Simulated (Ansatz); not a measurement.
## Geometry relaxation, with input and output: SnH₆O₂ (part 2 of 2)

SnH₆O₂; RHF/def2-SVP (Ansatz 0.2.0). It belongs to a series of runs on one base structure; here: end point B relaxed.

Geometry of the input (Å):
```
Sn 0.4759  0.2683  -0.3585
H  -0.9960  0.3137  2.1966
H  1.4943  0.2907  -1.7206
O  -1.1223  1.2420  -0.9389
H  -1.8092  1.4155  -0.3133
H  0.0847  -1.2612  0.2577
O  1.3279  1.2888  1.0864
H  1.8983  2.0038  0.8486
H  -0.4306  0.7326  2.3150
```

Trajectory as extended XYZ, continued
```
9
Properties=species:S:1:pos:R:3:forces:R:3 step=9 energy=-9970.51813
Sn    0.5910    0.2395   -0.6355    0.0665  -0.0180   0.0219
H    -1.2485    0.5120    3.1002    0.0721   0.0275  -0.0172
H     1.6440    0.3450   -1.9648   -0.0219   0.0094   0.0109
O    -0.9952    1.2643   -1.1593   -0.0231   0.0063  -0.0006
H    -1.6839    1.3844   -0.5234    0.0011   0.0006  -0.0141
H     0.1835   -1.3163   -0.0910   -0.0088   0.0119  -0.0122
O     1.3573    1.1249    0.9428    0.0116   0.0607  -0.0113
H     1.6528    2.0205    0.8677   -0.0294  -0.0766  -0.0010
H    -0.5782    0.7199    2.8360   -0.0680  -0.0219   0.0235
9
Properties=species:S:1:pos:R:3:forces:R:3 step=10 energy=-9970.51911
Sn    0.5970    0.2274   -0.6684    0.0474   0.0203   0.0379
H    -1.1869    0.5753    3.2169    0.1478   0.0565  -0.0524
H     1.6816    0.3984   -1.9686   -0.0220  -0.0325   0.0732
O    -0.9803    1.2500   -1.2193   -0.0714   0.0449   0.0190
H    -1.6871    1.3593   -0.6009    0.0187  -0.0048  -0.0323
H     0.1618   -1.3432   -0.1844    0.0546   0.0391  -0.0202
O     1.2956    1.0761    0.9644    0.0228   0.0792  -0.0603
H     1.5742    1.9810    0.9330   -0.0466  -0.1452  -0.0242
H    -0.5330    0.7702    2.9000   -0.1513  -0.0575   0.0592
9
Properties=species:S:1:pos:R:3:forces:R:3 step=11 energy=-9970.52111
Sn    0.5911    0.2306   -0.6917    0.1100  -0.0130   0.0836
H    -1.1688    0.6099    3.2974    0.1852   0.0623  -0.0874
H     1.7089    0.4066   -1.9618   -0.0485   0.0091   0.0330
O    -0.9842    1.2548   -1.2486   -0.0066   0.0127   0.0024
H    -1.6984    1.3556   -0.6380    0.0014  -0.0055  -0.0093
H     0.1822   -1.3545   -0.2347   -0.0050   0.0393  -0.0190
O     1.2716    1.0523    0.9635   -0.0140   0.0758  -0.0765
H     1.5493    1.9574    0.9481   -0.0366  -0.1173  -0.0184
H    -0.5287    0.7816    2.9386   -0.1859  -0.0635   0.0916
9
Properties=species:S:1:pos:R:3:forces:R:3 step=12 energy=-9970.52296
Sn    0.5934    0.2283   -0.6946    0.0609   0.0226   0.0372
H    -1.1652    0.6264    3.3330    0.1243   0.0370  -0.0649
H     1.7123    0.4170   -1.9586   -0.0150  -0.0004   0.0032
O    -0.9778    1.2577   -1.2550   -0.0002  -0.0031  -0.0058
H    -1.6997    1.3478   -0.6522   -0.0098  -0.0014   0.0007
H     0.1816   -1.3577   -0.2504   -0.0077   0.0146  -0.0027
O     1.2646    1.0502    0.9614   -0.0128   0.0155  -0.0269
H     1.5500    1.9516    0.9411   -0.0180  -0.0493  -0.0091
H    -0.5363    0.7730    2.9480   -0.1216  -0.0355   0.0684
9
Properties=species:S:1:pos:R:3:forces:R:3 step=13 energy=-9970.52453
Sn    0.6007    0.2320   -0.7157   -0.0426  -0.0173   0.0157
H    -1.1278    0.6746    3.4231    0.1220   0.0278  -0.0794
H     1.7359    0.4375   -1.9599    0.0153   0.0190   0.0052
O    -0.9674    1.2596   -1.2895   -0.0223   0.0147   0.0087
H    -1.7093    1.3210   -0.7067    0.0303  -0.0045  -0.0222
H     0.1751   -1.3584   -0.3066    0.0054  -0.0183   0.0033
O     1.2251    1.0231    0.9711    0.0147   0.0124  -0.0227
H     1.5151    1.9226    0.9694   -0.0032  -0.0075   0.0077
H    -0.5244    0.7821    2.9876   -0.1196  -0.0263   0.0837
9
Properties=species:S:1:pos:R:3:forces:R:3 step=14 energy=-9970.52509
Sn    0.5971    0.2256   -0.7352   -0.0027   0.0302  -0.0016
H    -1.0834    0.7267    3.5156    0.2273   0.0302  -0.1847
H     1.7626    0.4761   -1.9443    0.0003  -0.0169   0.0090
O    -0.9570    1.2629   -1.3305   -0.1248  -0.0029   0.0935
H    -1.7204    1.3018   -0.7708    0.1226  -0.0047  -0.0921
H     0.1701   -1.3745   -0.3635    0.0077   0.0016  -0.0078
O     1.1860    0.9911    0.9764    0.0018   0.0107  -0.0103
H     1.4744    1.8912    0.9933   -0.0079  -0.0196   0.0054
H    -0.5066    0.7935    3.0318   -0.2244  -0.0286   0.1886
9
Properties=species:S:1:pos:R:3:forces:R:3 step=15 energy=-9970.52609
Sn    0.5962    0.2283   -0.7328    0.0038   0.0018  -0.0061
H    -1.0817    0.7259    3.5091    0.1259   0.0163  -0.1008
H     1.7623    0.4664   -1.9437    0.0000   0.0039   0.0069
O    -0.9597    1.2625   -1.3281   -0.0581   0.0009   0.0484
H    -1.7199    1.3046   -0.7666    0.0609  -0.0021  -0.0475
H     0.1720   -1.3731   -0.3637    0.0006   0.0032   0.0055
O     1.1873    0.9954    0.9774   -0.0029   0.0060  -0.0156
H     1.4743    1.8959    0.9947   -0.0069  -0.0161   0.0035
H    -0.5079    0.7883    3.0266   -0.1232  -0.0141   0.1058
9
Properties=species:S:1:pos:R:3:forces:R:3 step=16 energy=-9970.52696
Sn    0.5966    0.2263   -0.7424   -0.0013  -0.0006  -0.0022
H    -1.0633    0.7435    3.5408    0.0030   0.0016   0.0017
H     1.7724    0.4744   -1.9411    0.0019   0.0001  -0.0004
O    -0.9565    1.2609   -1.3439    0.0005  -0.0004   0.0004
H    -1.7170    1.3049   -0.7849   -0.0020   0.0006  -0.0035
H     0.1721   -1.3764   -0.3804    0.0005  -0.0028  -0.0027
O     1.1711    0.9852    0.9764   -0.0016   0.0024  -0.0007
H     1.4516    1.8872    1.0025   -0.0007  -0.0016   0.0044
H    -0.5041    0.7884    3.0459   -0.0003   0.0008   0.0029
9
Properties=species:S:1:pos:R:3:forces:R:3 step=17 energy=-9970.52797
Sn    0.5960    0.2248   -0.7659    0.0086  -0.0090  -0.0078
H    -1.0131    0.7948    3.6393    0.0316   0.0004  -0.0270
H     1.8014    0.4935   -1.9314   -0.0027   0.0135   0.0105
O    -0.9471    1.2609   -1.3908    0.0272  -0.0037  -0.0027
H    -1.7207    1.2939   -0.8500   -0.0195   0.0012   0.0080
H     0.1744   -1.3890   -0.4507   -0.0051   0.0073   0.0110
O     1.1216    0.9555    0.9815   -0.0078   0.0005  -0.0212
H     1.3946    1.8590    1.0321   -0.0031  -0.0114  -0.0006
H    -0.4842    0.8010    3.1087   -0.0291   0.0014   0.0297
9
Properties=species:S:1:pos:R:3:forces:R:3 step=18 energy=-9970.52723 accepted=F
Sn    0.5957    0.2185   -0.8057    0.0326   0.0367   0.0518
H    -0.9259    0.8743    3.7955    0.2077  -0.0240  -0.2536
H     1.8511    0.5361   -1.9092   -0.0439  -0.0093   0.0451
O    -0.9293    1.2597   -1.4673    0.0239  -0.0089   0.0109
H    -1.7245    1.2744   -0.9572   -0.0010  -0.0013  -0.0034
H     0.1688   -1.4070   -0.5534    0.0160   0.0373   0.0043
O     1.0375    0.9056    0.9864   -0.0081   0.0258  -0.0850
H     1.3013    1.8101    1.0757   -0.0227  -0.0805  -0.0223
H    -0.4518    0.8225    3.2079   -0.2045   0.0242   0.2522
9
Properties=species:S:1:pos:R:3:forces:R:3 step=19 energy=-9970.52873
Sn    0.5935    0.2215   -0.7867    0.0189   0.0141   0.0238
H    -0.9665    0.8306    3.7154    0.0513  -0.0003  -0.0493
H     1.8278    0.5185   -1.9145   -0.0110  -0.0008   0.0044
O    -0.9377    1.2627   -1.4317    0.0074  -0.0095   0.0038
H    -1.7254    1.2829   -0.9102   -0.0011   0.0003  -0.0036
H     0.1710   -1.3967   -0.4970   -0.0057   0.0042  -0.0063
O     1.0745    0.9282    0.9837   -0.0027   0.0160  -0.0198
H     1.3481    1.8305    1.0535   -0.0072  -0.0244  -0.0035
H    -0.4624    0.8160    3.1604   -0.0499   0.0005   0.0506
9
Properties=species:S:1:pos:R:3:forces:R:3 step=20 energy=-9970.52894
Sn    0.5938    0.2186   -0.8029    0.0168   0.0369   0.0321
H    -0.9172    0.8669    3.7914    0.0809  -0.0071  -0.0951
H     1.8496    0.5382   -1.9022   -0.0169  -0.0130   0.0250
O    -0.9266    1.2609   -1.4715    0.0275  -0.0039  -0.0072
H    -1.7251    1.2735   -0.9674   -0.0250   0.0009   0.0104
H     0.1643   -1.4036   -0.5457    0.0105   0.0090  -0.0010
O     1.0301    0.9065    0.9880   -0.0002   0.0192  -0.0465
H     1.3005    1.8086    1.0757   -0.0142  -0.0486  -0.0131
H    -0.4464    0.8247    3.2074   -0.0794   0.0067   0.0955
9
Properties=species:S:1:pos:R:3:forces:R:3 step=21 energy=-9970.52910
Sn    0.5903    0.2222   -0.8057    0.0254  -0.0012   0.0344
H    -0.8999    0.8735    3.8072    0.0644  -0.0094  -0.0859
H     1.8578    0.5337   -1.8921   -0.0163   0.0123  -0.0006
O    -0.9282    1.2640   -1.4790    0.0317  -0.0060  -0.0090
H    -1.7301    1.2732   -0.9799   -0.0160  -0.0007   0.0081
H     0.1690   -1.4023   -0.5524   -0.0127   0.0020  -0.0020
O     1.0194    0.9043    0.9878   -0.0070   0.0179  -0.0284
H     1.2936    1.8046    1.0778   -0.0076  -0.0245  -0.0038
H    -0.4489    0.8211    3.2091   -0.0620   0.0097   0.0872
9
Properties=species:S:1:pos:R:3:forces:R:3 step=22 energy=-9970.52951
Sn    0.5907    0.2209   -0.8048    0.0019  -0.0007   0.0009
H    -0.8933    0.8681    3.8161    0.0007  -0.0005   0.0007
H     1.8582    0.5366   -1.8888   -0.0001   0.0001   0.0000
O    -0.9227    1.2638   -1.4869    0.0006  -0.0002  -0.0011
H    -1.7289    1.2716   -0.9944   -0.0013   0.0002  -0.0015
H     0.1617   -1.4017   -0.5525   -0.0012   0.0004  -0.0005
O     1.0113    0.9064    0.9878   -0.0006   0.0016   0.0012
H     1.2896    1.8051    1.0764   -0.0011  -0.0012   0.0000
H    -0.4437    0.8235    3.2199    0.0011   0.0003   0.0002
9
Properties=species:S:1:pos:R:3:forces:R:3 step=23 energy=-9970.52964
Sn    0.5894    0.2204   -0.8097   -0.0013   0.0036  -0.0026
H    -0.8718    0.8756    3.8449    0.0050  -0.0003  -0.0038
H     1.8675    0.5417   -1.8800   -0.0011  -0.0039   0.0046
O    -0.9170    1.2647   -1.5057   -0.0146  -0.0007   0.0091
H    -1.7300    1.2684   -1.0239    0.0144   0.0001  -0.0098
H     0.1570   -1.4029   -0.5672    0.0022   0.0024  -0.0007
O     0.9903    0.9006    0.9894    0.0001  -0.0012  -0.0006
H     1.2699    1.7984    1.0834   -0.0008   0.0006  -0.0007
H    -0.4322    0.8273    3.2414   -0.0038  -0.0005   0.0043
9
Properties=species:S:1:pos:R:3:forces:R:3 step=24 energy=-9970.52976
Sn    0.5853    0.2202   -0.8191   -0.0055   0.0134  -0.0039
H    -0.8220    0.8895    3.9062    0.0254  -0.0034  -0.0349
H     1.8885    0.5478   -1.8576   -0.0079  -0.0071   0.0097
O    -0.9050    1.2670   -1.5462   -0.0545  -0.0048   0.0378
H    -1.7323    1.2637   -1.0873    0.0650  -0.0006  -0.0339
H     0.1463   -1.4041   -0.5951    0.0049   0.0045   0.0004
O     0.9449    0.8921    0.9923   -0.0029  -0.0102  -0.0097
H     1.2269    1.7880    1.0959    0.0003   0.0064  -0.0005
H    -0.4096    0.8300    3.2837   -0.0248   0.0019   0.0349
9
Properties=species:S:1:pos:R:3:forces:R:3 step=25 energy=-9970.52983
Sn    0.5848    0.2207   -0.8180   -0.0048   0.0064  -0.0057
H    -0.8202    0.8867    3.9053    0.0132  -0.0020  -0.0171
H     1.8882    0.5445   -1.8566   -0.0028  -0.0033   0.0059
O    -0.9044    1.2674   -1.5469   -0.0443  -0.0032   0.0296
H    -1.7316    1.2651   -1.0884    0.0509  -0.0002  -0.0268
H     0.1458   -1.4033   -0.5920    0.0016   0.0022   0.0013
O     0.9442    0.8947    0.9923   -0.0020  -0.0080  -0.0054
H     1.2254    1.7909    1.0948    0.0008   0.0075   0.0008
H    -0.4093    0.8275    3.2824   -0.0126   0.0007   0.0174
9
Properties=species:S:1:pos:R:3:forces:R:3 step=26 energy=-9970.52981 accepted=F
Sn    0.5852    0.2198   -0.8184   -0.0003   0.0003  -0.0090
H    -0.8197    0.8861    3.9053    0.0127  -0.0016  -0.0166
H     1.8887    0.5431   -1.8571   -0.0030  -0.0033   0.0048
O    -0.9042    1.2659   -1.5477   -0.0036   0.0002   0.0099
H    -1.7281    1.2694   -1.0851    0.0070  -0.0006  -0.0057
H     0.1463   -1.4040   -0.5918    0.0020   0.0018   0.0019
O     0.9456    0.8943    0.9915   -0.0241  -0.0640  -0.0115
H     1.2177    1.7923    1.0937    0.0213   0.0672   0.0093
H    -0.4086    0.8272    3.2824   -0.0120   0.0001   0.0169
9
Properties=species:S:1:pos:R:3:forces:R:3 step=27 energy=-9970.52988
Sn    0.5844    0.2207   -0.8185   -0.0021   0.0019   0.0034
H    -0.8180    0.8848    3.9060    0.0014  -0.0006   0.0000
H     1.8895    0.5425   -1.8551   -0.0012  -0.0021  -0.0014
O    -0.9041    1.2678   -1.5477   -0.0100  -0.0013   0.0048
H    -1.7304    1.2664   -1.0892    0.0130   0.0000  -0.0068
H     0.1448   -1.4025   -0.5893    0.0001  -0.0001  -0.0020
O     0.9435    0.8961    0.9912   -0.0022  -0.0059   0.0002
H     1.2227    1.7930    1.0931    0.0015   0.0086   0.0016
H    -0.4094    0.8255    3.2822   -0.0006  -0.0006   0.0003
```

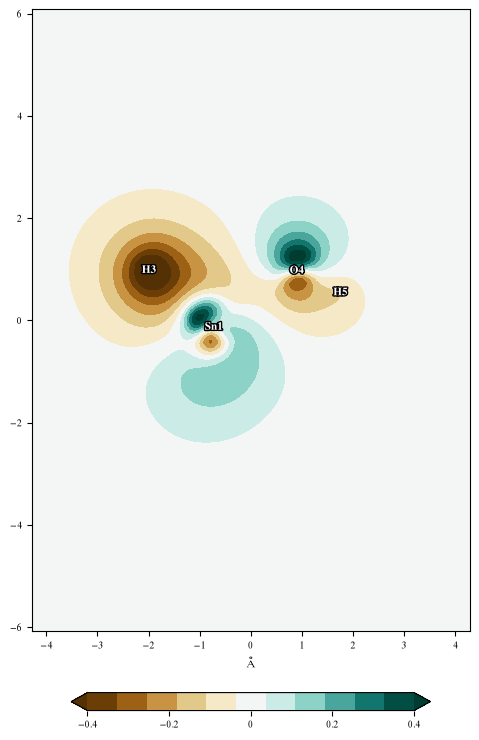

Fig. 1: The HOMO on the plane of atoms Sn1, O4 and H5 (values in Å⁻³ᐟ²; the overall sign is arbitrary). Its weight (Hirshfeld) is mainly on Sn1 (30 %), H6 (20 %), H3 (20 %), O4 (15 %) and O7 (10 %). Its energy is −12.29 eV.

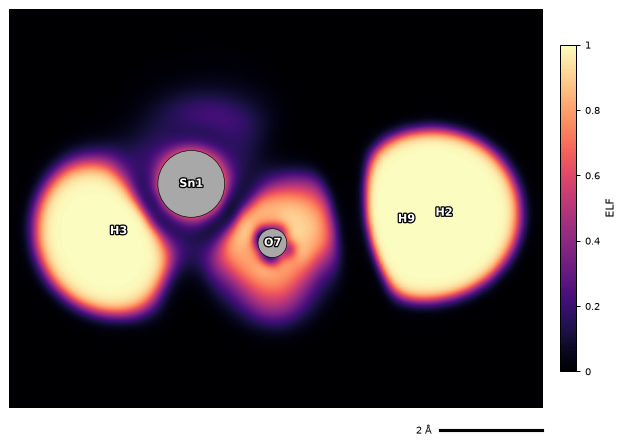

Fig. 2: ELF on the plane of atoms H3, Sn1 and O7. Grey discs, where drawn, cover atomic cores. O7···H9 (2.66 Å): the ELF is only about 0 between them (a non-bonded, intermolecular contact). Sn–O (1.96 Å): the ELF peaks at about 0.85 in the valence shell of O, 0.6 Å from its nucleus, and drops to about 0.10 between the two atoms. H–H (0.75 Å): the ELF is about 1 at the midpoint; a covalent bond by its length. Sn–H (1.70 Å): the ELF climbs to about 1 towards the hydrogen, as it does in any bond to H.

Summary

- outcome: converged
- total energy: −9970.5299 eV
- mean-field energy: −9970.5299 eV
- largest force (length of the vector) at the end: 0.015 eV/Å
- wall time: 26 s (CPU time 48 s)
- peak memory: 0.16 GiB
